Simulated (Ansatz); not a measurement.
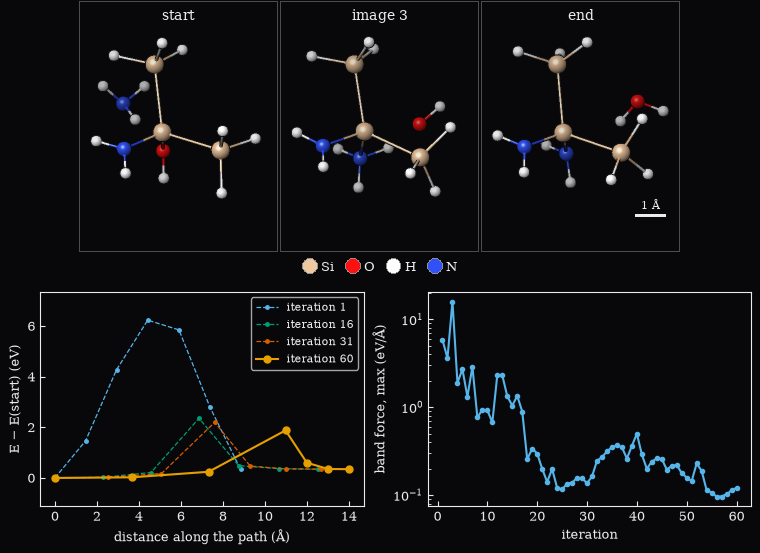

NEB run on Si3N2H12O, made up at the start of Si3NH9O and NH3. Images are numbered from 0 (start) to 6 (end). The plot follows the band through its iterations. Style: ball-and-stick. Shown from a free direction.

These are results of RHF/def2-SVP in Ansatz, not measurements. Settings: 5 movable images; climbing image; force threshold 0.03 eV/Å; iteration limit 60; starting path by straight interpolation.

Did the band converge, and can the barrier be trusted?

The result isn't final. The band hadn't converged when the run stopped after 60 iterations. The largest component of the band force went from 5.8 to 0.12 eV/Å. The barrier read from it is provisional, though the highest image hardly moved in the last two iterations. The straight starting path can push atoms close together and costs iterations. The first iteration put the highest image at 6.23 eV. The highest point, image 3, lies 1.88 eV above the start and 1.53 eV above the end; the end is at +0.34 eV relative to the start.

Limits of the set-up: the start holds two separate molecules, 2.3 Å apart at their closest, whose relative position is a soft coordinate and is computed without a dispersion correction; Hartree-Fock leaves out electron correlation.

The run took 9.4 min on 4 threads of Arm Neoverse V1, on a shared host, peak memory 0.47 GiB.
